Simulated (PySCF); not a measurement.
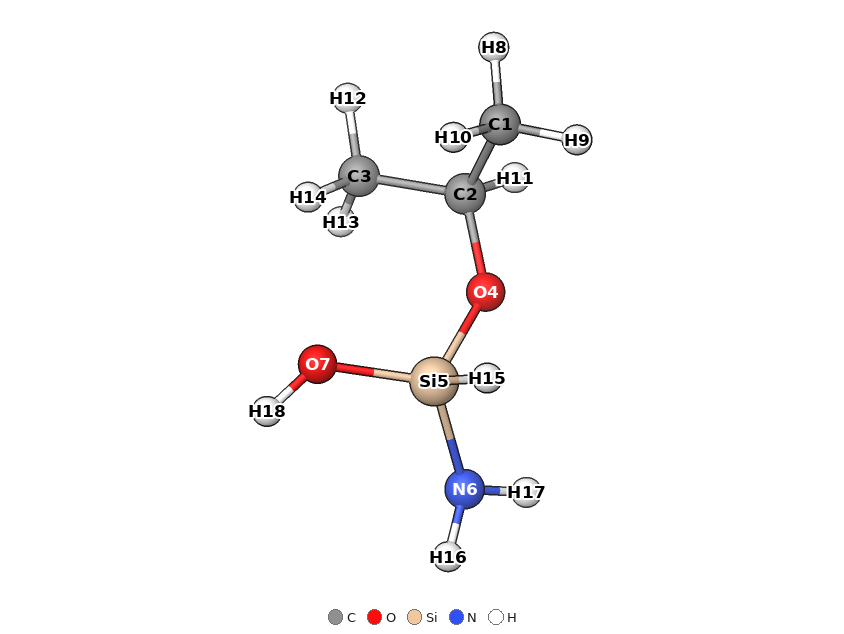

State: charge +1, doublet. The geometry was computed by an optimisation with GFN2-xTB. No frequency run is at hand to confirm it as a minimum. Method: UKS B3LYP, pcH-1 on C H N O Si, non-relativistic (PySCF 2.14.0). Fermi-contact and spin-dipolar terms alone, no spin-orbit part.

Question. Which nucleus has the largest dipolar (anisotropic) hyperfine coupling?

Answer. 17O at O4: principal values −70.7, 35.0, 35.7 MHz.

List the isotropic and dipolar parts for the most strongly coupled nuclei, one of each equivalent set.

```tsv
atom	isotope	a_iso (MHz)	dipolar part (MHz)
O4	17O	−14.6	−70.7, 35.0, 35.7
N6	14N	11.8	−20.8, −20.5, 41.2
H16	1H	−29.0	−24.3, −6.0, 30.3
H17	1H	−28.1	−22.5, −6.7, 29.2
C2	13C	−15.2	−9.6, −7.2, 16.8
C1	13C	15.8	−7.7, −7.4, 15.1
H11	1H	197.0	−7.1, −5.1, 12.2
O7	17O	5.8	−10.0, 4.6, 5.3
```

The geometry is semi-empirical. Around Si such bond lengths and angles can be off by a tenth of an ångström or more and by several degrees, and values that hang on the shape move with them.
